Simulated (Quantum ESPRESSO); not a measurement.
**KMnF3: one coupling from two orders, and a test**

Aim: get Heisenberg couplings of KMnF3 from the energies of collinear orders, with pencil and paper, and test them on an order left out of the fit.

Method: LDA with U = 4 eV on Mn d (ortho-atomic projectors); plane waves with GBRV 1.5 LDA potentials, no spin-orbit coupling, in Quantum ESPRESSO 7.5.

### 1. Starting point

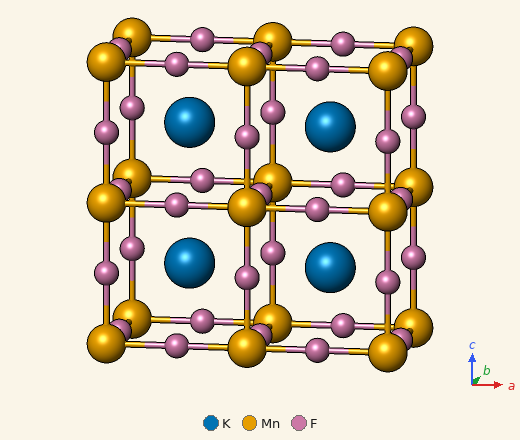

The starting structure, seen slightly off an axis (potassium blue, manganese orange, fluorine pink). 2×1×2 cells are drawn. Some periodic images of atoms are drawn too.

The cell comes from the Crystallography Open Database.

### 2. The parallel order

All energies count from this run.

pw.in reads:

```
&CONTROL
  calculation = 'scf'
  prefix = 'pwscf'
  outdir = './tmp'
  pseudo_dir = './pseudo'
  disk_io = 'nowf'
/
&SYSTEM
  ibrav = 0
  celldm(1) = 8
  nat = 5
  ntyp = 3
  ecutwfc = 40
  ecutrho = 280
  nbnd = 34
  occupations = 'smearing'
  smearing = 'fd'
  degauss = 0.00367493
  nspin = 2
  starting_magnetization(1) = 0
  starting_magnetization(2) = 0.3
  starting_magnetization(3) = 0
/
&ELECTRONS
  conv_thr = 1d-08
  electron_maxstep = 150
  mixing_beta = 0.3
/
ATOMIC_SPECIES
K      39.0983 k_lda_v1.4.uspp.F.UPF
Mn     54.9380 mn_lda_v1.5.uspp.F.UPF
F      18.9984 f_lda_v1.4.uspp.F.UPF
CELL_PARAMETERS alat
   0.9895787067368    0.0000000000000    0.0000000000000
   0.0000000000000    0.9895787067368    0.0000000000000
   0.0000000000000    0.0000000000000    0.9895787067368
ATOMIC_POSITIONS crystal
K       0.5000000000    0.5000000000    0.5000000000
Mn      0.0000000000    0.0000000000    0.0000000000
F       0.5000000000    0.0000000000    0.0000000000
F       0.0000000000    0.5000000000    0.0000000000
F       0.0000000000    0.0000000000    0.5000000000
K_POINTS automatic
6 6 6 0 0 0
HUBBARD {ortho-atomic}
U Mn-3d 4.0000
```

Launch:

```bash
$ OMP_NUM_THREADS=1 mpirun -n 4 pw.x -nk 4 -in pw.in > pw.out
```

Output:

```text
Program PWSCF v.7.5 starts
     [... lines left out ...]
     number of atoms/cell      =            5
     [... lines left out ...]
     number of electrons       =        45.00
     number of Kohn-Sham states=           34
     kinetic-energy cutoff     =      40.0000  Ry
     charge density cutoff     =     280.0000  Ry
     scf convergence threshold =      1.0E-08
     [... lines left out ...]
     48 Sym. Ops., with inversion, found
     [... lines left out ...]
     number of k points=    20  Fermi-Dirac smearing, width (Ry)=  0.0037
     [... lines left out ...]
     iteration # 11     ecut=    40.00 Ry     beta= 0.30
     [... lines left out ...]
     Magnetic moment per site  (integrated on atomic sphere of radius R)
     atom   1 (R=0.289)  charge=  7.6992  magn=  0.0002
     atom   2 (R=0.204)  charge= 12.3225  magn=  4.2033
     atom   3 (R=0.204)  charge=  6.6586  magn=  0.0606
     atom   4 (R=0.204)  charge=  6.6586  magn=  0.0606
     atom   5 (R=0.204)  charge=  6.6586  magn=  0.0606
     [... lines left out ...]
     Tr[ns(  2)] (up, down, total) =   4.98515  0.22726  5.21241
     [... lines left out ...]
     the Fermi energy is     7.0141 ev
!    total energy              =    -414.20192665 Ry
     estimated scf accuracy    <          1.2E-09 Ry
     smearing contrib. (-TS)   =      -0.00000000 Ry
     [... lines left out ...]
     total magnetization       =     5.00 Bohr mag/cell
     absolute magnetization    =     5.00 Bohr mag/cell
     convergence has been achieved in  11 iterations
   JOB DONE.
```

Elapsed: 10 s, on 4 MPI ranks of AMD EPYC 9R14 (Zen 4), shared host; peak memory 0.49 GiB; 39 s of CPU time.

Spin moment in the atom's sphere by atom:

```csv
atom,spin moment in the atom's sphere (μB)
K1,0.00
Mn2,4.20
F3,0.06
F4,0.06
F5,0.06
```

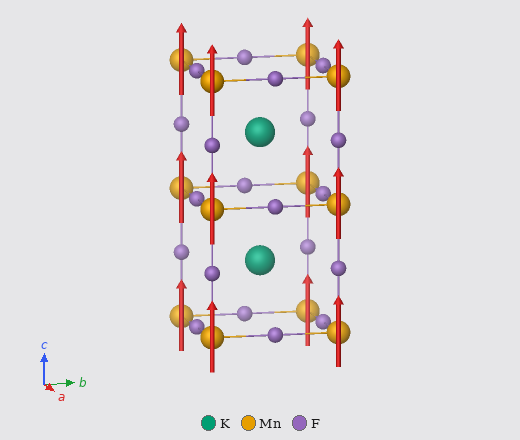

Spin moment in the atom's sphere as arrows, the longest 4.20 μB. Up and down stand for the sign. Arrows give size and sign along the axis of quantisation, drawn up and down the page. 1×1×2 cells are drawn. Some periodic images of atoms are drawn too.

Numbers from this step:

```yaml
smearing_term_ts: 9.85e-12 eV
magnetization: 5 μB
absolute_magnetization: 5.003 μB
final_state: ferromagnetic
```

### 3. The orders used for the fit

The other orders were run with the same settings, on meshes that hold the same points. Free energies are divided by the number of Mn atoms; q is in fractions of the reciprocal vectors of the first run's cell.

```csv
order,atoms,mesh,free energy (eV),eV per Mn,largest moment (μB)
F +,5,6×6×6,-5635.5043,-5635.5043,4.20
"AF q=(0,1/2,1/2) +-",10,6×3×6,-11271.0593,-5635.5296,4.19
```

### 4. Counting neighbours

With E = −Σ J e_i·e_j over ordered pairs of unit vectors, turning a neighbour from parallel to opposed costs 2J a Mn atom. So an order lies 2 Σ n J over the parallel one, n being the opposed neighbours in each shell.

```csv
shell,distance (Å),neighbours,"opposed in AF q=(0,1/2,1/2) +-","opposed in AF q=(1/2,1/2,1/2) +-"
J1,4.19,6,4,6
J2,5.92,12,8,0
```

Only J1 is kept, as an effective coupling that takes up all reversed shells.

### 5. Solving

```
2 × 4 × J1 = -25.3 meV    (AF q=(0,1/2,1/2) +-)
J1 = -3.16 meV
```

### 6. The test

The couplings now give the orders that were left out:

```
2 × 6 × (-3.16) = -37.9 meV    (AF q=(1/2,1/2,1/2) +-)
```

The runs themselves:

```csv
order,atoms,mesh,free energy (eV),eV per Mn,largest moment (μB),over the parallel order (meV),foretold (meV)
"AF q=(1/2,1/2,1/2) +-",10,3×6×6,-11271.0815,-5635.5408,4.18,-36.4,-37.9
```

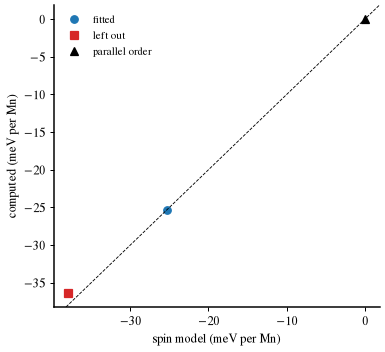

Computed energies of the orders against the model; the dashed line marks agreement.

### 7. Mean-field temperature

```
gain of AF q=(1/2,1/2,1/2) +- over disorder = (6 − 2 × 6) × (-3.16) = 19.0 meV
T = 2 × 19.0 / (3 × 0.08617) = 147 K
```

### 8. What came out

```json
{
 "effective J1 (Mn–Mn at 4.19 Å)": "-3.16 meV",
 "largest miss on the orders left out": "1.5 meV",
 "mean-field ordering temperature": "147 K"
}
```

In words: The model misses the order left out by 1.5 meV, 4.2 % of the largest energy difference, so it holds on this test. The largest moment changes by 0.58 % between the orders. Shells that were dropped are folded into the couplings or show in the miss. Mean field overstates the temperature of the model, and classical spins understate it for small quantum spins, by up to the factor (S+1)/S.

[Logs and program files are shortened in this print: banners, set-up blocks, solver, clock and traceback lines can be left out without a mark of their own.]

[Logs are printed without paths, hosts, clocks, repeated set-up lines and the standing remarks that a program may print on its own settings, such as how far it seeks lower states.]

[Hosts, paths, dates, database ids (printed as entryN), source tags and the programs' standing remarks are cut or masked in the printed files.]

[Where a cell is said to come from a database of computed structures, the database is the Materials Project.]
